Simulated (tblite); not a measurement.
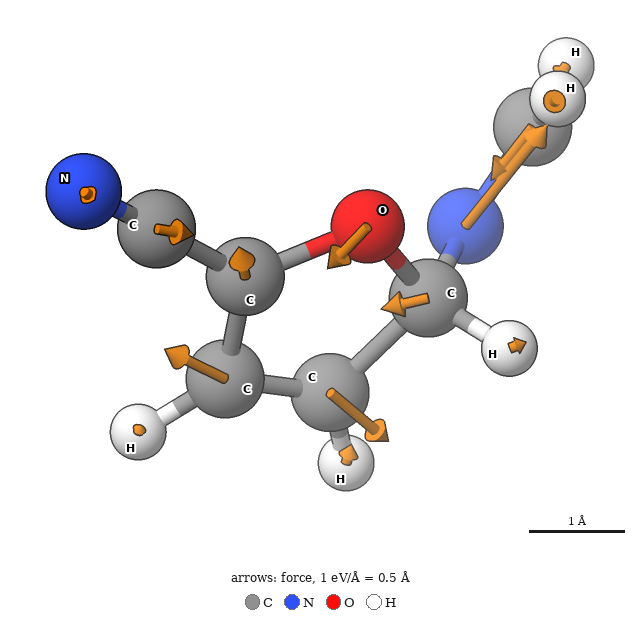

Starting geometry of C$_{6}$H$_{5}$N$_{2}$O (multiplicity 2) with the computed forces as orange arrows. Style: ball-and-stick. Shown from a free direction.

Level of theory: GFN2-xTB geometry optimisation, gas phase (tblite). 

Q: Is this structure relaxed? If not, where do the atoms go?

A: It isn't relaxed: the largest force vector, on an N atom, is 3.19 eV/Å. The final displacements have little in common with the starting forces (cosine between the two patterns 0.20). Over 62 geometry steps the energy falls by 37.3 kJ/mol. An H atom moves most after the best rigid fit: 1.07 Å. By element the largest moves are H 1.07 Å, N 0.54 Å, O 0.33 Å, C 0.29 Å. Among the contacts that change: C–O 1.398 → 1.360 Å, C–N 1.290 → 1.252 Å, C–C 1.320 → 1.356 Å, C–C 1.414 → 1.385 Å. Bond angles that change, for instance: C–N–C 113.2° → 122.8°, N–C–H 111.3° → 105.6°, C–C–H 126.0° → 129.4°. Groups turn about C–N by about 50°.
